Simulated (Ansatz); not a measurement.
Geometry relaxation of BSiH5Cl2 (part 1 of 2)

System: BSiH5Cl2.
Method: RHF/cc-pVDZ (Ansatz 0.2.0).

It belongs to a series of runs on one base structure; here: end point A relaxed.

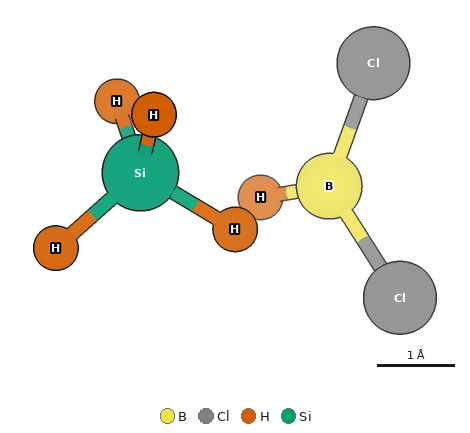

Figure 1. The input geometry (ball-and-stick view, seen at a tilt). Bond lengths as drawn: B–Cl 1.76 to 1.82 Å, B–H 1.18 Å and H–Si 1.47 to 1.49 Å.

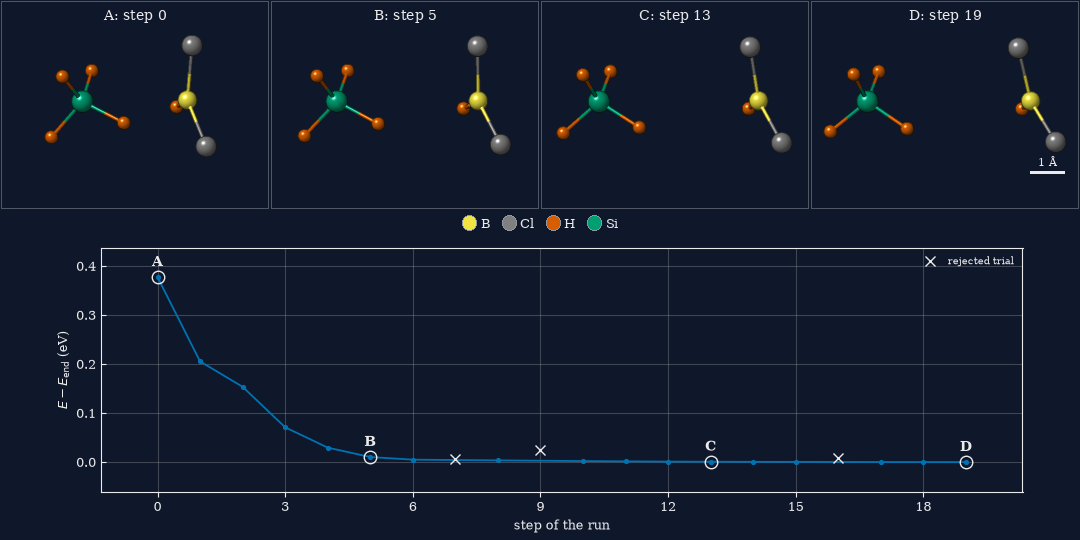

Figure 2. Frames of the relaxation (ball-and-stick view, seen on its broad side) above the curves, on which the letters mark them (the first geometry is step 0 here and step 1 in the log).

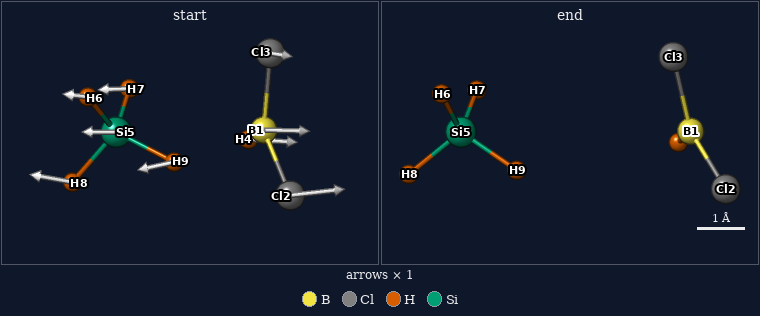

Figure 3. Before (left) and after (right) the relaxation, at one scale (ball-and-stick view, seen on its broad side). The white arrows give the displacements, at true length. The energy falls by 0.377 eV in 19 geometry steps. The largest force component goes from 1.1 to 0.029 eV/Å. The line search rejected the trial steps at points 7, 9, 16 (counted from 0) and went back. The atom that moves furthest after the best rigid fit is Cl2 (1.19 Å). By element the largest moves are Cl 1.19 Å, H 1.07 Å, B 1.00 Å, Si 0.75 Å. Among the contacts that change: B1–Cl2 1.819 → 1.754 Å, Si5–H9 1.470 → 1.486 Å, B1–H4 1.180 → 1.185 Å. (Atoms are counted from 1 in the order of the input.)

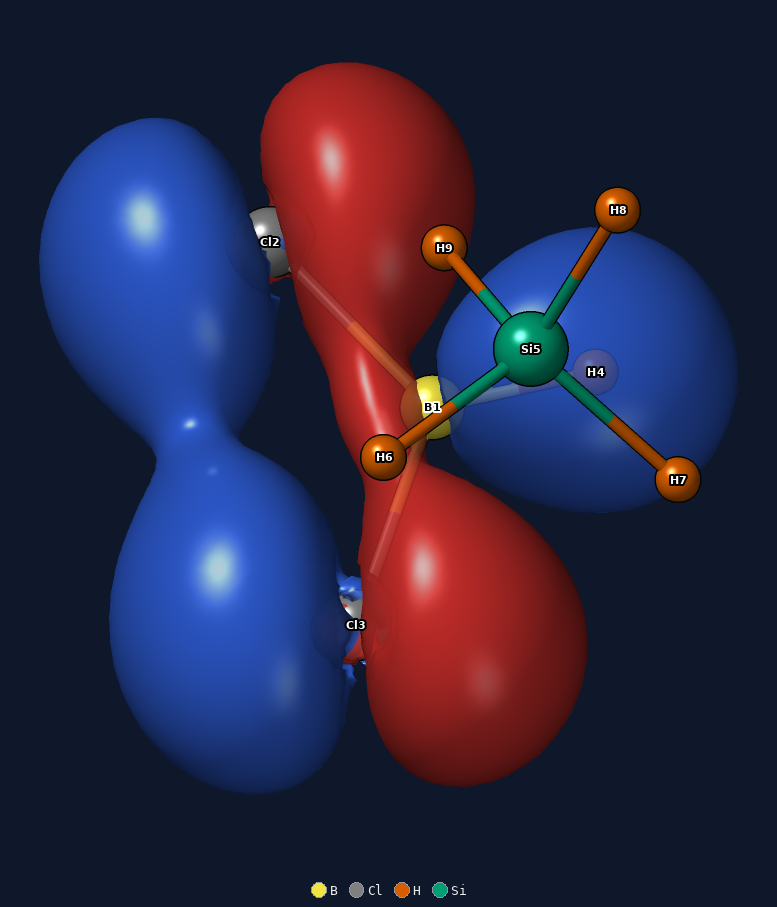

Figure 4. The HOMO−1 at ±0.08 Å⁻³ᐟ² (blue and red are the two phases), seen at an oblique angle. Its energy is −12.63 eV.

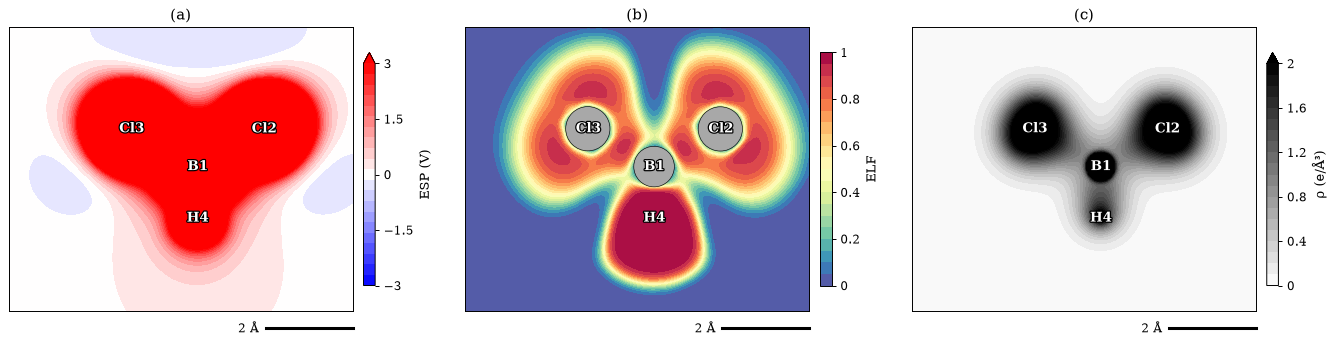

Figure 5. (a) electrostatic potential; (b) electron localisation function; (c) electron density on the plane of atoms Cl3, B1 and H4. Grey discs, where drawn, cover atomic cores. Atoms in the plane: B, Cl and H.

The input and output of the run follow.

### Input file
```yaml
crystal:
  periodic: [false, false, false]
  atoms:
    - { symbol: B, position_ang: [0.057174, -0.386651, 0.080417] }
    - { symbol: Cl, position_ang: [-0.367282, -1.284269, 1.604554] }
    - { symbol: Cl, position_ang: [1.676779, -0.528148, -0.581406] }
    - { symbol: H, position_ang: [-0.794894, 0.170093, -0.515942] }
    - { symbol: Si, position_ang: [0.509412, 2.593597, 1.044016] }
    - { symbol: H, position_ang: [1.868098, 2.975138, 1.50542] }
    - { symbol: H, position_ang: [0.442655, 2.65293, -0.435738] }
    - { symbol: H, position_ang: [-0.506073, 3.509027, 1.626137] }
    - { symbol: H, position_ang: [0.21583, 1.230583, 1.509342] }
basis:
  gaussian: { orbitals: cc-pVDZ }
hamiltonian:
  xc: hf
relax:
  f_tol: 0.03
  max_steps: 50
output:
  orbitals: {}
```

Run as:
```bash
ansatz run input.yaml --threads 2 --pin off --max-ram 3072MiB --backend cpu --events-out ev --progress --plain --runs-dir out
```

### The program's output
```
The last accepted step is kept in [file] (removed where the run ends without a failure and the disk answers)
Engine: ansatz 0.2.0, aarch64-unknown-linux-gnu
Functional definition: HF
  exchange = exact_x
  correlation = 0
1043 factors; integrals over basis functions are off by at most 4.1e-4 eV
mean field evaluation 1: about -33620.1433 eV, gradient 1.9e1 eV
mean field evaluation 2: about -33620.2416 eV, gradient 1.9e1 eV
mean field evaluation 4: about -33621.8849 eV, gradient 2.6e0 eV
mean field evaluation 8: about -33621.9236 eV, gradient 9.5e-2 eV
mean field -33621.92366513 eV, -1235.5829049352 hartree, gradient 1.4e-5 eV, S^2 0.000000; 0 other end points of the search recorded, 0 dependent functions left out
the calculation of the forces begins
reference -33621.92366513 eV, -1235.5829049352 hartree; 29, 29 occupied and 64, 64 virtual orbitals, 1043 factors
relax step   1: F+E_penalty+E_count = -33621.92366513 eV  Δ(F+E_penalty+E_count) = +0.000e0 eV  max|allowed force component| = 1.081e0 eV/Å  Δτ_max = 0.0000 Å  (34 SCF iters, accepted)
these checks for a lower state are left out or cut short: starts, cluster_reference, orbital_swaps, neighbouring_geometries, increment
1043 factors; integrals over basis functions are off by at most 4.2e-4 eV
mean field evaluation 16: about -33622.0956 eV, gradient 8.6e-4 eV
mean field -33622.09565367 eV, -1235.5892253974 hartree, gradient 5.0e-5 eV, S^2 0.000000; 0 other end points of the search recorded, 0 dependent functions left out
[... from here on the field's lines of each further geometry are left out, up to the last ...]
relax step   2: F+E_penalty+E_count = -33622.09565367 eV  Δ(F+E_penalty+E_count) = -1.720e-1 eV  max|allowed force component| = 8.261e-1 eV/Å  Δτ_max = 0.1924 Å  (31 SCF iters, accepted)
relax step   3: F+E_penalty+E_count = -33622.14739989 eV  Δ(F+E_penalty+E_count) = -5.175e-2 eV  max|allowed force component| = 8.198e-1 eV/Å  Δτ_max = 0.1903 Å  (30 SCF iters, accepted)
relax step   4: F+E_penalty+E_count = -33622.23007128 eV  Δ(F+E_penalty+E_count) = -8.267e-2 eV  max|allowed force component| = 4.034e-1 eV/Å  Δτ_max = 0.2000 Å  (31 SCF iters, accepted)
relax step   5: F+E_penalty+E_count = -33622.27150949 eV  Δ(F+E_penalty+E_count) = -4.144e-2 eV  max|allowed force component| = 4.455e-1 eV/Å  Δτ_max = 0.1997 Å  (31 SCF iters, accepted)
relax step   6: F+E_penalty+E_count = -33622.29070342 eV  Δ(F+E_penalty+E_count) = -1.919e-2 eV  max|allowed force component| = 1.589e-1 eV/Å  Δτ_max = 0.1230 Å  (31 SCF iters, accepted)
relax step   7: F+E_penalty+E_count = -33622.29609498 eV  Δ(F+E_penalty+E_count) = -5.392e-3 eV  max|allowed force component| = 7.531e-2 eV/Å  Δτ_max = 0.1391 Å  (32 SCF iters, accepted)
relax step   8: F+E_penalty+E_count = -33622.29518618 eV  Δ(F+E_penalty+E_count) = +9.088e-4 eV  max|allowed force component| = 2.510e-1 eV/Å  Δτ_max = 0.1959 Å  (31 SCF iters, rejected (line search))
relax step   9: F+E_penalty+E_count = -33622.29754723 eV  Δ(F+E_penalty+E_count) = -1.452e-3 eV  max|allowed force component| = 1.380e-1 eV/Å  Δτ_max = 0.0957 Å  (30 SCF iters, accepted)
relax step  10: F+E_penalty+E_count = -33622.27563560 eV  Δ(F+E_penalty+E_count) = +2.191e-2 eV  max|allowed force component| = 5.566e-1 eV/Å  Δτ_max = 0.0972 Å  (31 SCF iters, rejected (line search))
relax step  11: F+E_penalty+E_count = -33622.29894354 eV  Δ(F+E_penalty+E_count) = -1.396e-3 eV  max|allowed force component| = 7.624e-3 eV/Å  Δτ_max = 0.0442 Å  (31 SCF iters, accepted)
relax step  12: F+E_penalty+E_count = -33622.29950095 eV  Δ(F+E_penalty+E_count) = -5.574e-4 eV  max|allowed force component| = 2.024e-2 eV/Å  Δτ_max = 0.0488 Å  (31 SCF iters, accepted)
relax step  13: F+E_penalty+E_count = -33622.30003336 eV  Δ(F+E_penalty+E_count) = -5.324e-4 eV  max|allowed force component| = 3.256e-2 eV/Å  Δτ_max = 0.0732 Å  (31 SCF iters, accepted)
relax step  14: F+E_penalty+E_count = -33622.30031286 eV  Δ(F+E_penalty+E_count) = -2.795e-4 eV  max|allowed force component| = 4.635e-2 eV/Å  Δτ_max = 0.0741 Å  (31 SCF iters, accepted)
relax step  15: F+E_penalty+E_count = -33622.30051727 eV  Δ(F+E_penalty+E_count) = -2.044e-4 eV  max|allowed force component| = 4.014e-2 eV/Å  Δτ_max = 0.0359 Å  (31 SCF iters, accepted)
relax step  16: F+E_penalty+E_count = -33622.30058770 eV  Δ(F+E_penalty+E_count) = -7.043e-5 eV  max|allowed force component| = 3.829e-2 eV/Å  Δτ_max = 0.0213 Å  (31 SCF iters, accepted)
relax step  17: F+E_penalty+E_count = -33622.29362198 eV  Δ(F+E_penalty+E_count) = +6.966e-3 eV  max|allowed force component| = 3.799e-1 eV/Å  Δτ_max = 0.1293 Å  (32 SCF iters, rejected (line search))
relax step  18: F+E_penalty+E_count = -33622.30091170 eV  Δ(F+E_penalty+E_count) = -3.240e-4 eV  max|allowed force component| = 2.740e-3 eV/Å  Δτ_max = 0.0192 Å  (31 SCF iters, accepted)
relax step  19: F+E_penalty+E_count = -33622.30097331 eV  Δ(F+E_penalty+E_count) = -6.161e-5 eV  max|allowed force component| = 5.202e-2 eV/Å  Δτ_max = 0.0555 Å  (31 SCF iters, accepted)
the calculation of the forces begins
reference -33622.30108780 eV, -1235.5967749624 hartree; 29, 29 occupied and 64, 64 virtual orbitals, 1043 factors
relax step  20: F+E_penalty+E_count = -33622.30108780 eV  Δ(F+E_penalty+E_count) = -1.145e-4 eV  max|allowed force component| = 2.888e-2 eV/Å  Δτ_max = 0.0110 Å  (32 SCF iters, accepted)
1043 factors; integrals over basis functions are off by at most 4.2e-4 eV
mean field evaluation 160: about -33622.3010 eV, gradient 7.4e-2 eV
mean field -33622.30108780 eV, -1235.5967749624 hartree, gradient 7.1e-5 eV, S^2 0.000000; 1 other end points of the search recorded, 0 dependent functions left out
the calculation of the forces begins
reference -33622.30108780 eV, -1235.5967749624 hartree; 29, 29 occupied and 64, 64 virtual orbitals, 1043 factors
Total energy: -33622.30108780 eV, -1235.5967749624 hartree
Atom 0 at    -0.079453    -1.350456    -0.144561 Å, force     0.011049     0.008923     0.002191 eV/Å
Atom 1 at    -0.414603    -2.404641     1.216320 Å, force     0.012537     0.013246    -0.023497 eV/Å
Atom 2 at     1.573298    -1.016991    -0.631868 Å, force    -0.020386    -0.013406     0.016299 eV/Å
Atom 3 at    -0.975889    -0.856896    -0.742696 Å, force    -0.002390    -0.008750     0.006255 eV/Å
Atom 4 at     0.601112     3.314084     1.227871 Å, force     0.009857    -0.016507    -0.021321 eV/Å
Atom 5 at     2.017400     3.509746     1.627860 Å, force     0.016228     0.003244     0.003884 eV/Å
Atom 6 at     0.496311     3.315968    -0.254348 Å, force    -0.000208     0.000543    -0.003576 eV/Å
Atom 7 at    -0.231083     4.409514     1.784625 Å, force    -0.018078     0.028883     0.014746 eV/Å
Atom 8 at     0.114606     2.011973     1.753598 Å, force    -0.008610    -0.016176     0.005018 eV/Å
Dipole moment:    -0.131717     0.082344    -0.089597 e Å
```

### Trajectory as extended XYZ (Å, eV, eV/Å), 20 frames, from step=1 to step=20
```
9
Properties=species:S:1:pos:R:3:forces:R:3 step=1 energy=-33621.92367
B     0.0572   -0.3867    0.0804   -0.2784  -1.0806   0.9114
Cl   -0.3673   -1.2843    1.6046    0.1900   0.2226  -1.0221
Cl    1.6768   -0.5281   -0.5814   -0.0094   0.0010   0.0092
H    -0.7949    0.1701   -0.5159   -0.0528   0.0273  -0.0252
Si    0.5094    2.5936    1.0440    0.1128   0.7067   0.0660
H     1.8681    2.9751    1.5054   -0.0050  -0.0027  -0.0071
H     0.4427    2.6529   -0.4357   -0.0041   0.0040  -0.0036
H    -0.5061    3.5090    1.6261    0.0133   0.0069  -0.0032
H     0.2158    1.2306    1.5093    0.0335   0.1148   0.0746
9
Properties=species:S:1:pos:R:3:forces:R:3 step=2 energy=-33622.09565
B     0.0161   -0.5580    0.0475   -0.0021  -0.0827   0.7364
Cl   -0.3974   -1.4625    1.5388    0.1449   0.1710  -0.8261
Cl    1.6726   -0.5491   -0.5565   -0.2090  -0.2135  -0.0158
H    -0.8109    0.1026   -0.4947    0.0213  -0.3293  -0.0421
Si    0.5314    2.7083    1.0555   -0.0134  -0.0524   0.0401
H     1.8996    3.0445    1.5147    0.0044   0.1795  -0.0118
H     0.4532    2.7184   -0.4263    0.0145   0.1374  -0.0001
H    -0.5039    3.5914    1.6431    0.0687   0.1764  -0.0108
H     0.2411    1.3367    1.5148   -0.0293   0.0134   0.1302
9
Properties=species:S:1:pos:R:3:forces:R:3 step=3 energy=-33622.14740
B     0.0401   -0.5726    0.0943   -0.1373  -0.8198  -0.1322
Cl   -0.4209   -1.6315    1.4543    0.1861   0.4806  -0.4481
Cl    1.6605   -0.7105   -0.6096   -0.3052   0.1379   0.2417
H    -0.7847    0.0914   -0.4538    0.1914  -0.0612   0.2290
Si    0.5284    2.7802    1.0657    0.0026  -0.0805  -0.0145
H     1.8971    3.1177    1.5214    0.0021   0.1757  -0.0028
H     0.4511    2.7794   -0.4171    0.0182   0.1128   0.0152
H    -0.5066    3.6676    1.6454    0.0631   0.1627  -0.0025
H     0.2367    1.4104    1.5362   -0.0208  -0.1082   0.1142
```
